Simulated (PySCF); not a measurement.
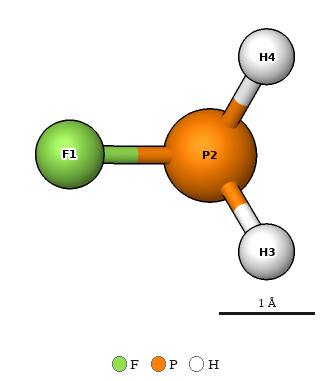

Figure 1. The input geometry (ball-and-stick view, seen at an oblique angle; atoms are numbered from 1 in the order of the input). Bond lengths as drawn: F–P 1.63 Å and H–P 1.44 Å.

PH₂F: excited-state calculation

The run: excited-state calculation of PH₂F (fluorophosphane), SMILES FP. Method and program: TDDFT CAM-B3LYP/def2-SVPD, vertical, gas phase, core orbitals frozen in the response (PySCF 2.14.0).

The geometry comes from this level: PBE0-D3(BJ)/def2-SVP.

Output:
```
coarse grid: 3952 points
cycle   1  E = -442.1214392678  dE = -3.821e-02  |g| = 4.426e-01  |ddm| = 1.812e+00
cycle   2  E = -442.0961167352  dE =  2.532e-02  |g| = 6.232e-01  |ddm| = 7.317e-01
cycle   3  E = -442.1583578633  dE = -6.224e-02  |g| = 3.189e-02  |ddm| = 3.671e-01
cycle   4  E = -442.1585569205  dE = -1.991e-04  |g| = 5.689e-03  |ddm| = 4.512e-02
cycle   5  E = -442.1585686173  dE = -1.170e-05  |g| = 1.256e-03  |ddm| = 1.369e-02
cycle   6  E = -442.1585693201  dE = -7.028e-07  |g| = 2.955e-04  |ddm| = 2.943e-03
final grid: 34280 points
cycle   7  E = -442.2068360874  dE = -1.394e-06  |g| = 1.932e-03  |ddm| = 8.810e-03
cycle   8  E = -442.2068356154  dE =  4.720e-07  |g| = 2.620e-03  |ddm| = 2.543e-03
cycle   9  E = -442.2068366778  dE = -1.062e-06  |g| = 4.151e-05  |ddm| = 1.418e-03
cycle  10  E = -442.2068366784  dE = -6.625e-10  |g| = 1.498e-05  |ddm| = 1.100e-04
```

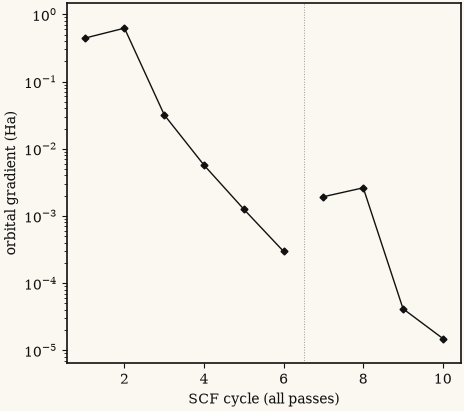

Figure 2. Convergence of the self-consistent field: orbital gradient against the SCF cycle. The dotted line marks the change from a coarse to the final integration grid. The first 6 cycles use a coarse grid, the final grid takes over at cycle 7, and the field converges after 10 cycles in all.

```
converged SCF energy = -442.2068366784

Static polarisability (au): isotropic 28.125, principal 26.252 28.739 29.385

Singlet excitations
state   eV       nm        f      main configurations
  1   5.5717    222.5   0.02607   H->L 0.98
  2   7.3652    168.3   0.12156   H->L+1 0.98
  3   7.5597    164.0   0.08153   H->L+2 0.65, H-1->L 0.32
  4   7.9079    156.8   0.07449   H-1->L 0.66, H->L+2 0.31
  5   9.6083    129.0   0.02536   H->L+4 0.43, H->L+3 0.35, H-1->L+2 0.13
  6   9.8203    126.3   0.14858   H-1->L+1 0.85, H->L+5 0.12
```

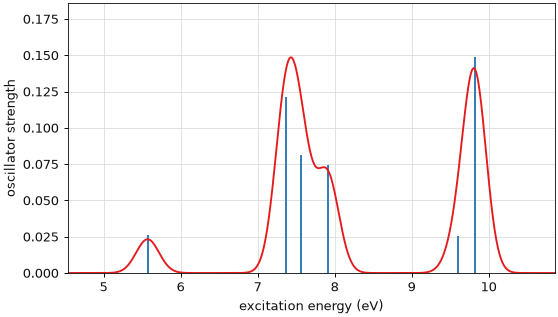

Figure 3. Computed excitations as sticks (degenerate states added up, dark ones marked on the axis), with a Gaussian envelope of 0.35 eV full width at half maximum, scaled to the tallest. Of the 6 states the lowest lies at 5.57 eV (f = 0.026); the strongest line is at 9.82 eV, or 126 nm (f = 0.149).

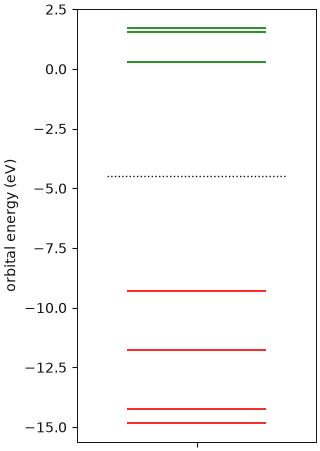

Figure 4. Orbital energies near the frontier; the dotted line parts filled from empty levels, and levels within 0.02 eV of each other stand side by side. Highest filled −9.30 eV, lowest empty 0.30 eV, 9.60 eV apart.

The run was set up as follows.

Input:
```
{"job": {"kind": "uv", "xc": "CAM-B3LYP", "basis": "def2-SVPD", "dynamic": true, "nstates": 6, "ntriplets": 0}, "charge": 0, "multiplicity": 1}
F      0.738002    -1.212391    -0.041752
P      0.282875     0.280417     0.411863
H     -1.130797     0.044175     0.492140
H      0.146154     0.855588    -0.896205
```

The first line tells a small driver script what to run in PySCF; the rest is the geometry in Å.

Command:
```bash
OMP_NUM_THREADS=1 python <driver script> task.json out
```

Results in brief:

```tsv
quantity	value
outcome	converged
total energy	−442.206837 hartree
HOMO	−9.30 eV
LUMO	0.30 eV
dipole moment	1.56 D
mean polarisability	28.13 a.u.
lowest excitation	5.57 eV
hardware	1 CPU thread, shared host
wall time	1.1 s
peak memory	0.31 GiB
```
